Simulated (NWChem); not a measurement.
**C6H6 (fulvene): levels of theory compared**

We compute a comparison of 6 runs (HF/STO-3G, HF/def2-SVP, HF/pcseg-1, B3LYP/6-31G*, MP2/def2-SVP) of C6H6 (fulvene). 

The results are computed with NWChem 7.3.0.

### 1 The system as given

The species is C6H6 (12 atoms), meant as a singlet with charge 0. SMILES: `C=C1C=CC=C1`. The shape is that of a PBE0-D4/def2-TZVP optimisation.

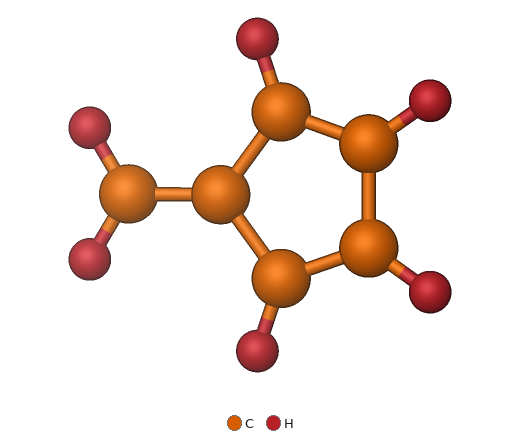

The structure, seen from a chosen angle (carbon orange, hydrogen red).

### 2 Energy and gradient at HF/STO-3G (run 1)

run.py reads:

```python
from ase import Atoms
from ase.calculators.nwchem import NWChem

system = Atoms(['C', 'C', 'C', 'C', 'C', 'C', 'H', 'H', 'H', 'H', 'H', 'H'], positions=[
    [-0.818100, -1.597600, 0.906600],
    [-0.269900, -0.537800, 0.305500],
    [0.652900, 0.430400, 0.902600],
    [0.964800, 1.337500, -0.041700],
    [0.261500, 0.997400, -1.282700],
    [-0.471600, -0.113400, -1.081700],
    [-1.493400, -2.259800, 0.376500],
    [-0.605400, -1.830200, 1.944100],
    [1.002400, 0.394600, 1.924400],
    [1.624900, 2.186300, 0.076600],
    [0.333200, 1.561600, -2.202900],
    [-1.104400, -0.624200, -1.793300],
])

calc = NWChem(
    label='nw',
    theory='scf',
    memory='2200 mb',
    basis='STO-3G',
    basispar='spherical bse',
    scf={'nopen': '0', 'rhf': None, 'thresh': '1e-08', 'maxiter': '80'},
)
system.calc = calc

forces = system.get_forces()
e = system.get_potential_energy()
print(f"E = {e:.6f} eV")
print("forces (eV/A):")
for s, f in zip(system.symbols, forces):
    print(f"{s:2s} {f[0]:10.5f} {f[1]:10.5f} {f[2]:10.5f}")
print("dipole (e A):", system.get_dipole_moment().round(4))
```

Run with:

```console
$ export ASE_NWCHEM_COMMAND="nwchem PREFIX.nwi > PREFIX.nwo"
$ python run.py
```

Standard output:

```text
E = -6199.317261 eV
forces (eV/A):
C     0.46768    0.90076   -0.50815
C    -1.09472   -2.12095    1.20754
C     0.98921    1.70850   -0.68191
C     0.14054   -0.66715    1.70186
C    -1.15407   -1.29188   -0.58791
C     0.70207    1.56863   -1.18816
H     0.01738   -0.03096    0.11123
H    -0.07405   -0.07415   -0.05471
H    -0.03718   -0.02242   -0.05795
H    -0.02571   -0.00602   -0.05847
H     0.03414    0.02257    0.04921
H     0.03476    0.01301    0.06741
dipole (e A): [-0.0553 -0.1069  0.0606]
```

The calculator wrote nw.nwi:

```
title "nw"

permanent_dir nw

scratch_dir nw

start nw

geometry units angstrom nocenter noautosym noautoz
  C  -8.1810000000000005e-01 -1.5975999999999999e+00 9.0659999999999996e-01
  C  -2.6989999999999997e-01 -5.3779999999999994e-01 3.0549999999999999e-01
  C  6.5290000000000004e-01 4.3040000000000000e-01 9.0259999999999996e-01
  C  9.6479999999999999e-01 1.3374999999999999e+00 -4.1700000000000001e-02
  C  2.6150000000000001e-01 9.9739999999999995e-01 -1.2827000000000000e+00
  C  -4.7160000000000002e-01 -1.1340000000000000e-01 -1.0817000000000001e+00
  H  -1.4934000000000001e+00 -2.2597999999999998e+00 3.7650000000000000e-01
  H  -6.0540000000000005e-01 -1.8302000000000000e+00 1.9440999999999999e+00
  H  1.0024000000000000e+00 3.9460000000000001e-01 1.9244000000000001e+00
  H  1.6249000000000000e+00 2.1863000000000001e+00 7.6600000000000001e-02
  H  3.3320000000000000e-01 1.5616000000000001e+00 -2.2029000000000001e+00
  H  -1.1044000000000000e+00 -6.2419999999999998e-01 -1.7932999999999999e+00
end

memory 2200 mb

basis spherical bse noprint
   * library STO-3G
end

scf
  nopen 0
  rhf
  thresh 1e-08
  maxiter 80
end

task scf gradient
```

nw.nwo (excerpt; [...] marks lines left out):

```text
[...]
      One-electron energy =   -708.283667678910
[... 1 line left out ...]
 Nuclear repulsion energy =    201.663561481734
[... 39 lines left out ...]
                       ROHF Final Molecular Orbital Analysis
[... 225 lines left out ...]
     1   1 0 0     -0.104455      0.000000      3.165102
[...]
  wavefunction    =   RHF
                         RHF ENERGY GRADIENTS
    atom               coordinates                        gradient
                 x          y          z           x          y          z
   1 C      -1.545985  -3.019026   1.713226   -0.009095  -0.017517   0.009882
   2 C      -0.510037  -1.016295   0.577311    0.021289   0.041246  -0.023483
   3 C       1.233802   0.813338   1.705667   -0.019237  -0.033225   0.013261
[... 8 lines of this table left out ...]
  12 H      -2.087013  -1.179567  -3.388846   -0.000676  -0.000253  -0.001311
[...]
```

Run time: 7.2 s. Hardware: 1 thread of Intel Xeon Platinum 8488C (Sapphire Rapids), shared host; peak memory 0.1 GiB.

### 3 Energy and gradient at HF/def2-SVP (run 2)

run.py reads:

```python
from ase import Atoms
from ase.calculators.nwchem import NWChem

atoms = Atoms(['C', 'C', 'C', 'C', 'C', 'C', 'H', 'H', 'H', 'H', 'H', 'H'], positions=[
    [-0.818100, -1.597600, 0.906600],
    [-0.269900, -0.537800, 0.305500],
    [0.652900, 0.430400, 0.902600],
    [0.964800, 1.337500, -0.041700],
    [0.261500, 0.997400, -1.282700],
    [-0.471600, -0.113400, -1.081700],
    [-1.493400, -2.259800, 0.376500],
    [-0.605400, -1.830200, 1.944100],
    [1.002400, 0.394600, 1.924400],
    [1.624900, 2.186300, 0.076600],
    [0.333200, 1.561600, -2.202900],
    [-1.104400, -0.624200, -1.793300],
])

calc = NWChem(
    label='c6h6',
    theory='scf',
    memory='2200 mb',
    basis='def2-SVP',
    basispar='spherical bse',
    scf={'nopen': '0', 'rhf': None, 'thresh': '1e-08', 'maxiter': '80'},
)
atoms.calc = calc

forces = atoms.get_forces()
print(f"energy = {atoms.get_potential_energy():.6f} eV")
print("forces (eV/A):")
for s, f in zip(atoms.symbols, forces):
    print(f"{s:2s} {f[0]:10.5f} {f[1]:10.5f} {f[2]:10.5f}")
print("dipole (e A):", atoms.get_dipole_moment().round(4))
```

Run with:

```console
$ export ASE_NWCHEM_COMMAND="nwchem PREFIX.nwi > PREFIX.nwo"
$ python run.py
```

Standard output:

```text
energy = -6271.586814 eV
forces (eV/A):
C     0.11822    0.22605   -0.12609
C    -0.37934   -0.73811    0.42207
C     0.35461    0.57829   -0.17535
C     0.10686   -0.17226    0.63234
C    -0.41467   -0.42346   -0.29233
C     0.20070    0.50301   -0.44655
H     0.03517    0.02725    0.04422
H    -0.02299   -0.00005   -0.06212
H     0.00555    0.02407   -0.03342
H    -0.02185   -0.03281    0.00494
H    -0.00920   -0.02695    0.02900
H     0.02700    0.03492    0.00324
dipole (e A): [-0.053  -0.1026  0.0581]
```

The calculator wrote c6h6.nwi:

```
title "c6h6"

permanent_dir c6h6

scratch_dir c6h6

start c6h6

geometry units angstrom nocenter noautosym noautoz
  C  -8.1810000000000005e-01 -1.5975999999999999e+00 9.0659999999999996e-01
  C  -2.6989999999999997e-01 -5.3779999999999994e-01 3.0549999999999999e-01
  C  6.5290000000000004e-01 4.3040000000000000e-01 9.0259999999999996e-01
  C  9.6479999999999999e-01 1.3374999999999999e+00 -4.1700000000000001e-02
  C  2.6150000000000001e-01 9.9739999999999995e-01 -1.2827000000000000e+00
  C  -4.7160000000000002e-01 -1.1340000000000000e-01 -1.0817000000000001e+00
  H  -1.4934000000000001e+00 -2.2597999999999998e+00 3.7650000000000000e-01
  H  -6.0540000000000005e-01 -1.8302000000000000e+00 1.9440999999999999e+00
  H  1.0024000000000000e+00 3.9460000000000001e-01 1.9244000000000001e+00
  H  1.6249000000000000e+00 2.1863000000000001e+00 7.6600000000000001e-02
  H  3.3320000000000000e-01 1.5616000000000001e+00 -2.2029000000000001e+00
  H  -1.1044000000000000e+00 -6.2419999999999998e-01 -1.7932999999999999e+00
end

memory 2200 mb

basis spherical bse noprint
   * library def2-SVP
end

scf
  nopen 0
  rhf
  thresh 1e-08
  maxiter 80
end

task scf gradient
```

c6h6.nwo (excerpt; [...] marks lines left out):

```text
[...]
      One-electron energy =   -709.367925439241
[... 1 line left out ...]
 Nuclear repulsion energy =    201.663561481734
[... 39 lines left out ...]
                       ROHF Final Molecular Orbital Analysis
[... 261 lines left out ...]
     1   1 0 0     -0.100175      0.000000      3.165102
[...]
  wavefunction    =   RHF
                         RHF ENERGY GRADIENTS
    atom               coordinates                        gradient
                 x          y          z           x          y          z
   1 C      -1.545985  -3.019026   1.713226   -0.002299  -0.004396   0.002452
   2 C      -0.510037  -1.016295   0.577311    0.007377   0.014354  -0.008208
   3 C       1.233802   0.813338   1.705667   -0.006896  -0.011246   0.003410
[... 8 lines of this table left out ...]
  12 H      -2.087013  -1.179567  -3.388846   -0.000525  -0.000679  -0.000063
[...]
```

It took 32 s on 1 thread of Intel Xeon Platinum 8488C (Sapphire Rapids), shared host; peak memory 0.1 GiB.

Runs 3 to 5 aren't shown in full; the table further down has their settings and results.

### 4 Energy and forces at MP2/def2-SVP (run 6)

nw.nw reads:

```
start nw
title "C6H6 gradient"
memory stack 880 mb heap 220 mb global 1100 mb

geometry noautosym nocenter noautoz
   C     -0.818100    -1.597600     0.906600
   C     -0.269900    -0.537800     0.305500
   C      0.652900     0.430400     0.902600
   C      0.964800     1.337500    -0.041700
   C      0.261500     0.997400    -1.282700
   C     -0.471600    -0.113400    -1.081700
   H     -1.493400    -2.259800     0.376500
   H     -0.605400    -1.830200     1.944100
   H      1.002400     0.394600     1.924400
   H      1.624900     2.186300     0.076600
   H      0.333200     1.561600    -2.202900
   H     -1.104400    -0.624200    -1.793300
end

basis spherical bse
   C library def2-SVP
   H library def2-SVP
end

scf
   thresh 1e-08
   maxiter 80
   print medium
end

mp2
   freeze core 6
   tight
end

task mp2 gradient
```

Run with:

```console
$ nwchem nw.nw > nw.out
```

Standard output:

```text
[...]
  functions       =   114
[...]
  wavefunction    = RHF
[...]
         Total SCF energy =   -230.476566241340
      One-electron energy =   -709.367925439259
      Two-electron energy =    277.227797716185
 Nuclear repulsion energy =    201.663561481734
        Time for solution =     23.4s
[...]
          Total MP2 energy          -231.255675583707
[...]
                         mp2 ENERGY GRADIENTS
    atom               coordinates                        gradient
                 x          y          z           x          y          z
   1 C      -1.545985  -3.019026   1.713226    0.005595   0.010865  -0.006207
   2 C      -0.510037  -1.016295   0.577311   -0.005470  -0.010502   0.005894
   3 C       1.233802   0.813338   1.705667    0.003528   0.009869  -0.009949
   4 C       1.823208   2.527509  -0.078802   -0.003296  -0.009743   0.010276
   5 C       0.494163   1.884813  -2.423952   -0.007997  -0.012041   0.002056
   6 C      -0.891195  -0.214295  -2.044117    0.007869   0.011989  -0.002302
   7 H      -2.822117  -4.270403   0.711482    0.003935   0.003744   0.003276
   8 H      -1.144040  -3.458577   3.673816   -0.001364   0.001163  -0.006009
   9 H       1.894261   0.745686   3.636589   -0.002415   0.000108  -0.006769
  10 H       3.070616   4.131508   0.144753   -0.004168  -0.005283  -0.000891
  11 H       0.629657   2.950996  -4.162877   -0.000342  -0.003427   0.005831
[...]
```

Run time: 59 s. Hardware: 1 thread of Intel Xeon Platinum 8488C (Sapphire Rapids), shared host; peak memory 0.55 GiB.

### 5 All runs side by side

| run | level | iteration cap | module | energy (Eh) | dipole moment (D) | HOMO energy (eV) | LUMO energy (eV) | wall time |
| --- | --- | --- | --- | --- | --- | --- | --- | --- |
| 1 | HF/STO-3G | 80 | scf | -227.820709 | 0.65 | -6.75 | 4.93 | 7.2 s |
| 2 | HF/def2-SVP | 80 | scf | -230.476566 | 0.62 | -8.45 | 1.87 | 32 s |
| 3 | HF/pcseg-1 | 80 | scf | -230.581419 | 0.69 | -8.49 | 1.68 | 32 s |
| 4 | B3LYP/6-31G* (spherical functions) | 100 | dft | -232.185985 | – | – | – | 39 s |
| 5 | B3LYP/6-31G* (Cartesian functions) | 100 | dft | -232.190872 | 0.57 | -5.80 | -1.65 | 39 s |
| 6 | MP2/def2-SVP | 80 | mp2 | -231.255676 | 0.67 | -8.45 | 1.87 | 59 s |

### 6 What came out

```
                                                      quantity          value
                                           run 6: total energy  -231.25568 Eh
run 6: dipole moment (of the density that the program reports)         0.67 D
                    run 6: HOMO energy (Hartree–Fock orbitals)       -8.45 eV
                    run 6: LUMO energy (Hartree–Fock orbitals)        1.87 eV
                  run 6: HOMO–LUMO gap (Hartree–Fock orbitals)       10.32 eV
            run 6: correlation energy (6 core orbitals frozen)     -779.1 mEh
                               run 6: largest force on an atom     0.751 eV/Å
```

What this shows: Over runs 1, 2, 3, 5, 6 the dipole moment (its size) runs from 0.57 D (B3LYP/6-31G*) to 0.69 D (HF/pcseg-1). The two ends differ in method and basis. Over runs 1, 2, 3, 5 the HOMO–LUMO gap runs from 4.15 eV (B3LYP/6-31G*) to 11.68 eV (HF/STO-3G). In run 1 the basis is minimal, so the values are rough. All runs together took 3.5 min, the longest 59 s.
